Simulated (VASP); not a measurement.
# A VASP study of BeTl (RPBE): structure first, properties next, part 2 of 3

Wanted: the relaxed cell of BeTl and its properties. The cell is invented: it takes the structure of a Materials Project entry for TlHg (space group 166 there), with some of its atoms replaced by other elements, volume scaled by an estimate. It may not be a known or stable phase. Left out of this account: 1 further run (elastic: elastic constants of a metal on too coarse a mesh). The atoms of the start are displaced at random from the sites of a R-3m cell.

VASP 6.6.1; RPBE; plane waves and PAW (Tl_d, Be); invented cell.

Still holding for the runs below: This run has no spin polarisation. Its electron count is odd, so without a moment it is a metal by construction.

So far. Step 2 (Full relaxation (RPBE)): It ends with a largest force of 0.001 eV/Å and a pressure of 0.05 GPa.

## Step 3: Second relaxation

A relaxation keeps the plane waves of the cell it began with, so it is repeated from the new cell, on a basis made for it. The mesh changes with the cell too.

Contents of INCAR:

```
SYSTEM = BeTl
PREC = Accurate
ENCUT = 400
EDIFF = 1E-06
NELM = 100
ISMEAR = -1
SIGMA = 0.05
LREAL = .FALSE.
ALGO = Normal
GGA = RP
LORBIT = 11
LWAVE = .FALSE.
LCHARG = .FALSE.
IBRION = 2
NSW = 60
ISIF = 3
EDIFFG = -0.01
```

Contents of POSCAR:

```
BeTl
1.0
    1.7183062800      0.9920645900      3.7958474300
   -1.7183062800      0.9920645900      3.7958474300
    0.0000000000     -1.9841291800      3.7958474300
Tl Be
1 1
Direct
    0.0000000000      0.0000000000      0.0000000000
    0.5000000000      0.5000000000      0.5000000000
```

Contents of KPOINTS:

```
Automatic mesh
0
Gamma
9 9 9
0 0 0
```

PAW data sets: Tl_d and Be (PBE family, release 64).

The cell reached was symmetrised within 0.01 Å before this step, which raises the operations from 1 to 12, which the run then keeps.

Command:

```
$ mpirun -np 1 vasp_std
```

The log of the run:

```text
[banner, memory and clock lines left out]
running    1 mpi-ranks, on    1 nodes
 distrk:  each k-point on    1 cores,    1 groups
 distr:  one band on    1 cores,    1 groups

 POSCAR found type information on POSCAR TlBe
 POSCAR found :  2 types and       2 ions
 [... a notice as in an earlier step ...]

 LDA part: xc-table for (Slater+PW92), standard interpolation
 POSCAR, INCAR and KPOINTS ok, starting setup
 FFT: planning ... GRIDC
 FFT: planning ... GRID_SOFT
 FFT: planning ... GRID
 WAVECAR not read
 entering main loop
       N       E                     dE             d eps       ncg     rms          rms(c)
DAV:   1     0.416026962858E+02    0.41603E+02   -0.64099E+03  2086   0.934E+02
DAV:   2    -0.327411537365E+01   -0.44877E+02   -0.43491E+02  2023   0.199E+02
DAV:   3    -0.387674266500E+01   -0.60263E+00   -0.59914E+00  2268   0.223E+01
DAV:   4    -0.388003682475E+01   -0.32942E-02   -0.32915E-02  2098   0.188E+00
DAV:   5    -0.388007999720E+01   -0.43172E-04   -0.43171E-04  2298   0.222E-01    0.378E+00
DAV:   6    -0.378607540399E+01    0.94005E-01   -0.20684E-01  2029   0.468E+00    0.272E+00
DAV:   7    -0.377763144453E+01    0.84440E-02   -0.48343E-02  2134   0.209E+00    0.121E+00
DAV:   8    -0.377715217290E+01    0.47927E-03   -0.34724E-03  2026   0.572E-01    0.671E-02
DAV:   9    -0.377715052743E+01    0.16455E-05   -0.11916E-04  2266   0.123E-01    0.344E-02
DAV:  10    -0.377715556184E+01   -0.50344E-05   -0.22084E-05  2132   0.437E-02    0.764E-03
DAV:  11    -0.377715534953E+01    0.21231E-06   -0.89134E-07  1416   0.920E-03
   1 F= -.37771553E+01 E0= -.37728983E+01  d E =-.377716E+01
 curvature:   0.00 expect dE= 0.000E+00 dE for cont linesearch  0.000E+00
 trial: gam= 0.00000 g(F)=  0.196E-60 g(S)=  0.564E-03 ort = 0.000E+00 (trialstep = 0.100E+01)
 search vector abs. value=  0.564E-03
 bond charge predicted
       N       E                     dE             d eps       ncg     rms          rms(c)
DAV:   1    -0.378097976546E+01   -0.38242E-02   -0.75393E-02  2077   0.276E+00    0.318E-01
DAV:   2    -0.377810540097E+01    0.28744E-02   -0.54838E-03  2020   0.808E-01    0.115E-01
DAV:   3    -0.377763895660E+01    0.46644E-03   -0.12233E-03  2070   0.368E-01    0.847E-02
DAV:   4    -0.377759077167E+01    0.48185E-04   -0.13122E-04  2131   0.112E-01    0.759E-03
DAV:   5    -0.377758891712E+01    0.18545E-05   -0.22474E-05  2143   0.506E-02    0.833E-03
DAV:   6    -0.377758850422E+01    0.41290E-06   -0.10797E-06  1153   0.109E-02
   2 F= -.37775885E+01 E0= -.37733343E+01  d E =-.433155E-03
[...]
3 F= -.37777008E+01 E0= -.37734387E+01  d E =-.545464E-03
[...]
4 F= -.37777084E+01 E0= -.37734433E+01  d E =-.553018E-03
[...]
5 F= -.37777083E+01 E0= -.37734363E+01  d E =-.552967E-03
[...]
6 F= -.37777109E+01 E0= -.37734431E+01  d E =-.555507E-03
 curvature:  -0.44 expect dE=-0.855E-04 dE for cont linesearch -0.450E-06
 trial: gam= 0.38597 g(F)=  0.678E-61 g(S)=  0.194E-03 ort =-0.240E-04 (trialstep = 0.117E+01)
 search vector abs. value=  0.259E-03
 bond charge predicted
       N       E                     dE             d eps       ncg     rms          rms(c)
DAV:   1    -0.377910582961E+01   -0.13950E-02   -0.40353E-02  2095   0.190E+00    0.178E-01
DAV:   2    -0.377813555185E+01    0.97028E-03   -0.12886E-03  2056   0.401E-01    0.838E-02
DAV:   3    -0.377786132418E+01    0.27423E-03   -0.54431E-04  2089   0.248E-01    0.445E-02
DAV:   4    -0.377785359293E+01    0.77313E-05   -0.46990E-05  2112   0.676E-02    0.646E-03
DAV:   5    -0.377785366660E+01   -0.73665E-07   -0.65293E-06  2065   0.279E-02
   7 F= -.37778537E+01 E0= -.37735827E+01  d E =-.142810E-03
 trial-energy change:   -0.000143  1 .order   -0.000130   -0.000216   -0.000044
 step:   1.3686(harm=  1.4703)  dis= 0.00000  next Energy=    -3.777857 (dE=-0.147E-03)
 reached required accuracy - stopping structural energy minimisation
```

Wall time 41 s (1 MPI rank of Intel Xeon 6975P-C (Granite Rapids), shared host); peak memory 0.18 GiB.

Parts of OUTCAR (step 3):

```text
  LATTYP: Found a trigonal (rhomboedric) cell.
 ALAT       =     4.2831327711
 COS(alpha) =     0.6781095618

 Subroutine GETGRP returns: Found 12 space group operations
 (whereof 12 operations were pure point group operations)

The static configuration has the point symmetry D_3d.

 Found     85 irreducible k-points:

   k-points           NKPTS =     85   k-points in BZ     NKDIM =     85   number of bands    NBANDS=     11

   dimension x,y,z NGX =    28 NGY =   28 NGZ =   28
   dimension x,y,z NGXF=    56 NGYF=   56 NGZF=   56

   ENCUT  =  400.0 eV  29.40 Ry    5.42 a.u.   6.98  6.98  6.98*2*pi/ulx,y,z

   NELECT =      15.0000    total number of electrons

 E-fermi :   6.2387

 k-point     1 :       0.0000    0.0000    0.0000
  band No.  band energies     occupation
    ...
      3      -5.3764      2.00000
      4      -5.1208      2.00000
      5      -5.1208      2.00000
      6      -3.9037      2.00000
      7       5.7619      1.99986
      8       9.1533      0.00000
      9      11.1479      0.00000
     10      11.1479      0.00000
     11      16.0018      0.00000

 k-point     2 :       0.1111    0.0000    0.0000
  band No.  band energies     occupation
    ...
      3      -5.3238      2.00000
      4      -5.1622      2.00000
      5      -5.1337      2.00000
      6      -3.6743      2.00000
      7       5.8760      1.99859
      8       9.3645      0.00000
      9      10.2415      0.00000
     10      11.0460      0.00000
     11      14.9865      0.00000

  Total       -0.0087557     -0.0087557      0.0083276      0.0000000     -0.0000000      0.0000000
  in kB       -0.3594375     -0.3594375      0.3418637      0.0000000     -0.0000000      0.0000000
  external PRESSURE =      -0.1256705 kB  Pullay stress =       0.0000000 kB

  energy-cutoff  :      400.00
  volume of cell :       39.03
      direct lattice vectors                 reciprocal lattice vectors
     1.715579194  0.990490106  3.827933699     0.291446761  0.168266867  0.087079182
    -1.715579194  0.990490106  3.827933699    -0.291446761  0.168266867  0.087079182
    -0.000000000 -1.980980213  3.827933699     0.000000000 -0.336533733  0.087079182

 POSITION                                       TOTAL-FORCE (eV/Angst)
 -----------------------------------------------------------------------------------
     -0.00000     -1.98098      3.82793         0.000000      0.000000     -0.000000
     -0.00000      0.00000      5.74190        -0.000000      0.000000      0.000000
 -----------------------------------------------------------------------------------
    total drift:                                0.000000     -0.000000      0.000000

  FREE ENERGIE OF THE ION-ELECTRON SYSTEM (eV)
  ---------------------------------------------------
  free  energy   TOTEN  =        -3.7778536666 eV

  energy  without entropy=       -3.7693117031  energy(sigma->0) =       -3.77358268

 total charge
# of ion       s       p       d       tot
------------------------------------------
    1        1.089   0.597   9.620  11.306
    2        0.400   0.371   0.000   0.771
--------------------------------------------------
tot          1.489   0.968   9.620  12.077

[... 1 part as in an earlier step ...]

[... 7 further parts left out ...]
```

CONTCAR:

```
BeTl
   1.00000000000000
     1.7155791944902046    0.9904901064625735    3.8279336987858654
    -1.7155791944902046    0.9904901064625735    3.8279336987858654
    -0.0000000000000000   -1.9809802129251470    3.8279336987858654
  Tl              Be
     1     1
Direct
     0.0000000000000000    0.0000000000000000    1.0000000000000000
     0.5000000000000000    0.5000000000000000    0.5000000000000000
```

The k-mesh is coarse for a metal. The run keeps the 12 symmetry operations of its start, so it cannot find a distortion of lower symmetry.

The steps of the relaxation:

```csv
step,energy less that of the first step (eV),largest force (eV/Å),pressure (GPa),volume (Å³)
1,0.0000,0.0000,0.22,38.82
2,-0.0004,0.0000,0.03,38.97
3,-0.0005,0.0000,-0.12,39.07
4,-0.0006,0.0000,-0.13,39.09
5,-0.0006,0.0000,-0.19,39.13
6,-0.0006,0.0000,-0.18,39.10
7,-0.0007,0.0000,-0.01,39.03
```

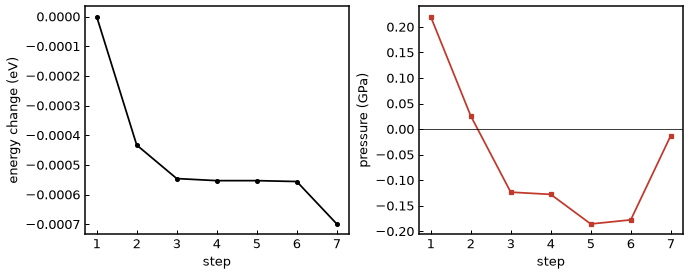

Energy and pressure along the relaxation.

```
conventional cell, symmetrised  before   after  change
                         a (Å)   3.437   3.431  -0.2 %
                         b (Å)   3.437   3.431  -0.2 %
                         c (Å)  11.388  11.484  +0.8 %
              volume (Å³/atom)   19.41   19.51  +0.5 %
```

The relaxed structure:

```xyz
2
Lattice="1.7156 0.9905 3.8279 -1.7156 0.9905 3.8279 0.0000 -1.9810 3.8279" Properties=species:S:1:pos:R:3 pbc="T T T"
Tl    0.0000    0.0000    0.0000
Be    0.0000    0.0000    5.7419
```

This step gave:

```yaml
irreducible_k_points: 85
symmetry_operations: 12
free_energy_toten: -3.778 eV
fermi_energy: 6.239 eV
pressure: -0.01257 GPa
scf_cycles_over_all_ionic_steps: 41
```

It ends with forces that vanish by symmetry and a pressure of -0.01 GPa.

## Step 4: Density, ELF and potential (RPBE)

The relaxed cell gets a fresh self-consistent run, on a basis set for its own volume, to fix the density and to check the remaining stress.

INCAR, as its differences from that of step 3:

```diff
@@ -12,6 +12,5 @@
 LWAVE = .FALSE.
-LCHARG = .FALSE.
-IBRION = 2
-NSW = 60
-ISIF = 3
-EDIFFG = -0.01
+LCHARG = .TRUE.
+ISIF = 2
+LELF = .TRUE.
+LVHAR = .TRUE.
```

Contents of POSCAR:

```
BeTl
1.0
    1.7155791945      0.9904901065      3.8279336988
   -1.7155791945      0.9904901065      3.8279336988
    0.0000000000     -1.9809802129      3.8279336988
Tl Be
1 1
Direct
    0.0000000000      0.0000000000      0.0000000000
    0.5000000000      0.5000000000      0.5000000000
```

KPOINTS is that of step 3.

Command:

```
$ mpirun -np 1 vasp_std
```

The log of the run:

```text
[... set-up lines as in an earlier step ...]
 entering main loop
       N       E                     dE             d eps       ncg     rms          rms(c)
DAV:   1     0.408633753093E+02    0.40863E+02   -0.65567E+03  2070   0.941E+02
DAV:   2    -0.328116466321E+01   -0.44145E+02   -0.42925E+02  2056   0.197E+02
DAV:   3    -0.387341536406E+01   -0.59225E+00   -0.57693E+00  2232   0.218E+01
DAV:   4    -0.387656330262E+01   -0.31479E-02   -0.31467E-02  2131   0.184E+00
DAV:   5    -0.387660508560E+01   -0.41783E-04   -0.41781E-04  2255   0.214E-01    0.375E+00
DAV:   6    -0.378638129147E+01    0.90224E-01   -0.20062E-01  2056   0.460E+00    0.270E+00
DAV:   7    -0.377840708701E+01    0.79742E-02   -0.45836E-02  2140   0.206E+00    0.119E+00
DAV:   8    -0.377798989756E+01    0.41719E-03   -0.33500E-03  2023   0.564E-01    0.680E-02
DAV:   9    -0.377799057884E+01   -0.68128E-06   -0.10592E-04  2268   0.115E-01    0.378E-02
DAV:  10    -0.377799570097E+01   -0.51221E-05   -0.19359E-05  2114   0.415E-02    0.699E-03
DAV:  11    -0.377799556477E+01    0.13620E-06   -0.79392E-07  1333   0.890E-03
   1 F= -.37779956E+01 E0= -.37737249E+01  d E =-.854140E-02
```

The job ended after 12 s (1 MPI rank; peak memory 0.17 GiB).

From OUTCAR (step 4):

```text
  LATTYP: Found a trigonal (rhomboedric) cell.
 ALAT       =     4.3101460562
 COS(alpha) =     0.6831398943

The static configuration has the point symmetry D_3d.

 Found     85 irreducible k-points:

   ENCUT  =  400.0 eV  29.40 Ry    5.42 a.u.   7.03  7.03  7.03*2*pi/ulx,y,z

   NELECT =      15.0000    total number of electrons

 E-fermi :   6.2387

 k-point     1 :       0.0000    0.0000    0.0000
  band No.  band energies     occupation
    ...
      3      -5.3754      2.00000
      4      -5.1194      2.00000
      5      -5.1194      2.00000
      6      -3.9036      2.00000
      7       5.7619      1.99986
      8       9.1535      0.00000
      9      11.1479      0.00000
     10      11.1479      0.00000
     11      16.0016      0.00000

 k-point     2 :       0.1111   -0.0000    0.0000
  band No.  band energies     occupation
    ...
      3      -5.3228      2.00000
      4      -5.1608      2.00000
      5      -5.1323      2.00000
      6      -3.6742      2.00000
      7       5.8760      1.99859
      8       9.3647      0.00000
      9      10.2415      0.00000
     10      11.0459      0.00000
     11      14.9864      0.00000

  Total       -0.0279298     -0.0279298     -0.0010005      0.0000000     -0.0000000      0.0000000
  in kB       -1.1465747     -1.1465747     -0.0410722      0.0000000     -0.0000000      0.0000000
  external PRESSURE =      -0.7780739 kB  Pullay stress =       0.0000000 kB

  energy-cutoff  :      400.00
  volume of cell :       39.03
      direct lattice vectors                 reciprocal lattice vectors
     1.715579195  0.990490107  3.827933699     0.291446761  0.168266867  0.087079181
    -1.715579195  0.990490107  3.827933699    -0.291446761  0.168266867  0.087079181
     0.000000000 -1.980980213  3.827933699     0.000000000 -0.336533733  0.087079182

 POSITION                                       TOTAL-FORCE (eV/Angst)
 -----------------------------------------------------------------------------------
      0.00000      0.00000      0.00000         0.000000      0.000000     -0.000000
      0.00000      0.00000      5.74190         0.000000      0.000000      0.000000
 -----------------------------------------------------------------------------------
    total drift:                                0.000000      0.000000     -0.000000

  FREE ENERGIE OF THE ION-ELECTRON SYSTEM (eV)
  ---------------------------------------------------
  free  energy   TOTEN  =        -3.7779955648 eV

  energy  without entropy=       -3.7694541680  energy(sigma->0) =       -3.77372487

[... 5 parts as in an earlier step ...]

[... 6 further parts left out ...]
```

This step gave:

* SCF cycles: 11
* pressure: -0.07781 GPa

Valence electrons inside each PAW sphere by angular momentum. Sphere charges, by row:

```csv
atom,s (e),p (e),d (e),tot (e)
Tl1,1.089,0.597,9.62,11.31
Be2,0.4,0.371,0,0.771
```

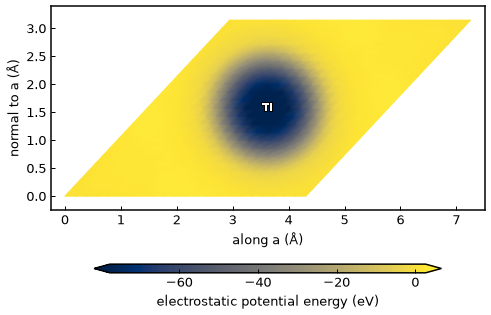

Electrostatic potential energy in the ac plane at fractional y = 0.000, with atoms of Tl within 0.2 Å of it. With pseudopotentials it is smooth inside the atoms' cores, unlike the true potential. The map starts off the cell's origin, so that atoms lie inside it.

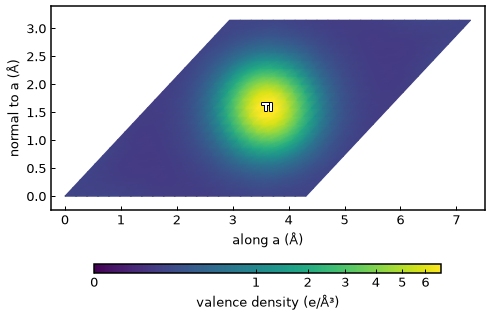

Valence density in the ac plane at fractional y = 0.000, with atoms of Tl within 0.2 Å of it. It is the smooth field of the valence electrons, not physical close to the nuclei. The map starts off the cell's origin, so that atoms lie inside it. The colour scale is stretched toward low values.

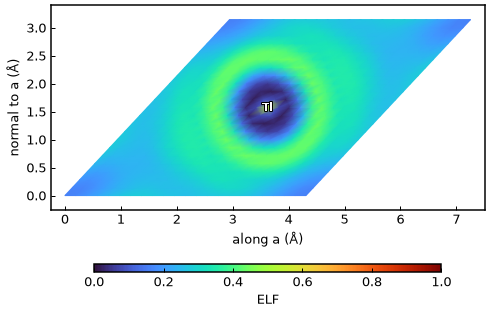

ELF in the ac plane at fractional y = 0.000, with atoms of Tl within 0.2 Å of it. It is the smooth field of the valence electrons, not physical close to the nuclei. The map starts off the cell's origin, so that atoms lie inside it.

In this run the pressure is -0.08 GPa, small enough to go on.

## Step 5: Band structure (RPBE)

The mesh alone shows little of the dispersion and can miss band extrema, so KPOINTS_OPT adds a path through the symmetry points after the self-consistent cycle.

INCAR, as its differences from that of step 4:

```diff
@@ -12,5 +12,2 @@
 LWAVE = .FALSE.
-LCHARG = .TRUE.
-ISIF = 2
-LELF = .TRUE.
-LVHAR = .TRUE.
+LCHARG = .FALSE.
```

POSCAR is that of step 4.

KPOINTS is that of step 4.

Contents of KPOINTS_OPT:

```
Line mode
16
Line-mode
Reciprocal
  0.00000000   0.00000000   0.00000000 GAMMA
  0.50000000   0.00000000   0.00000000 L

  0.50000000   0.00000000   0.00000000 L
  0.50000000   0.21130215  -0.21130215 B1

  0.78869785   0.50000000   0.21130215 B
  0.50000000   0.50000000   0.50000000 Z

  0.50000000   0.50000000   0.50000000 Z
  0.00000000   0.00000000   0.00000000 GAMMA

  0.00000000   0.00000000   0.00000000 GAMMA
  0.35565107   0.00000000  -0.35565107 X

  0.64434893   0.35565107   0.00000000 Q
  0.50000000   0.50000000   0.00000000 F

  0.50000000   0.50000000   0.00000000 F
  0.64434893   0.64434893   0.21130215 P1

  0.64434893   0.64434893   0.21130215 P1
  0.50000000   0.50000000   0.50000000 Z

  0.50000000   0.00000000   0.00000000 L
  0.78869785   0.35565107   0.35565107 P
```

Command:

```
$ mpirun -np 1 vasp_std
```

The log of the run:

```text
[... set-up lines as in an earlier step ...]
 entering main loop
       N       E                     dE             d eps       ncg     rms          rms(c)
[... 11 cycles as in an earlier step ...]
   1 F= -.37779956E+01 E0= -.37737249E+01  d E =-.854140E-02
 Start KPOINTS_OPT (optional k-point list driver)
k-point batch [1-85\144]
       N       E                     dE             ncg
DAV:   1     0.437579217112E+02   -0.26776E+05     2078
DAV:   2    -0.369105515086E+04   -0.37348E+04     2089
DAV:   3    -0.374125738372E+04   -0.50202E+02     2293
DAV:   4    -0.374168322821E+04   -0.42584E+00     2163
DAV:   5    -0.374169198116E+04   -0.87530E-02     2298
DAV:   6    -0.374169219762E+04   -0.21646E-03     2213
DAV:   7    -0.374169220470E+04   -0.70788E-05     1871
DAV:   8    -0.374169220504E+04   -0.34053E-06     1426
k-point batch [86-144\144]
       N       E                     dE             ncg
DAV:   1     0.638509238357E+04   -0.27404E+05     1450
DAV:   2     0.390980437562E+04   -0.24753E+04     1400
DAV:   3     0.387616853679E+04   -0.33636E+02     1553
DAV:   4     0.387592475430E+04   -0.24378E+00     1500
DAV:   5     0.387592033783E+04   -0.44165E-02     1577
DAV:   6     0.387592019829E+04   -0.13954E-03     1562
DAV:   7     0.387592019575E+04   -0.25413E-05     1177
DAV:   8     0.387592019555E+04   -0.19967E-06     1008
```

Elapsed: 22 s, on 1 MPI rank; peak memory 0.19 GiB.

OUTCAR, selected parts (step 5):

```text
   NELECT =      15.0000    total number of electrons

 E-fermi :   6.2387

[... 20 parts as in an earlier step ...]

[... 2 further parts left out ...]
```

Spin-orbit coupling is off here; with elements this heavy it splits and shifts levels by tenths of an eV or more.

The electronic bands at the labelled points (eV, zero at the Fermi level; # counts the bands kept):

```csv
point,#1,#2,#3,#4
Γ,-10.14,-0.48,2.91,4.91
L,-5.93,-4.27,2.46,2.53
B1,-4.77,-2.03,-1.85,-1.38
jump to B,-4.77,-2.03,-1.85,-1.38
Z,-8.42,-5.80,5.82,5.82
Γ,-10.14,-0.48,2.91,4.91
X,-4.78,-2.31,-1.96,0.09
jump to Q,-4.78,-2.31,-1.96,0.09
F,-5.04,-3.60,-1.38,1.05
P1,-5.35,-3.18,-2.55,2.38
Z,-8.42,-5.80,5.82,5.82
jump to L,-5.93,-4.27,2.46,2.53
P,-5.35,-3.18,-2.55,2.38
```

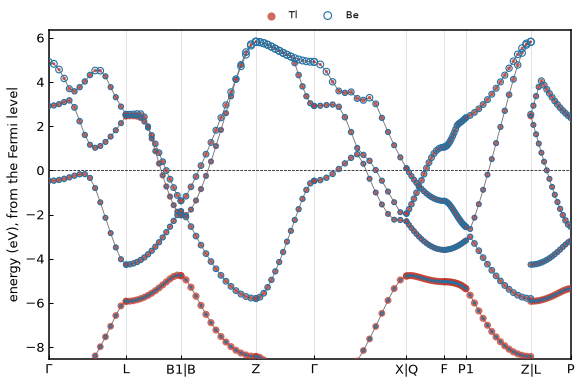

Electronic bands along the path; dots are coloured as in the legend, and their area grows with the weight.

There is no gap at this level.

(Continued in part 3 of 3.)

[Lines on the potential files, build, host, timing and source positions are cut from VASP's logs without a mark.]

[Logs are printed without paths, hosts, clocks, repeated set-up lines and the standing remarks that a program may print on its own settings, such as how far it seeks lower states.]

[Hosts, paths, dates, database ids (printed as entryN), source tags and the programs' standing remarks are cut or masked in the printed files.]

[A measured line is paired with the nearest computed mode of its activity, which favours agreement.]

[In band tables of VASP the shares of atoms and orbitals are scaled to a sum of 1 inside the atoms' spheres.]
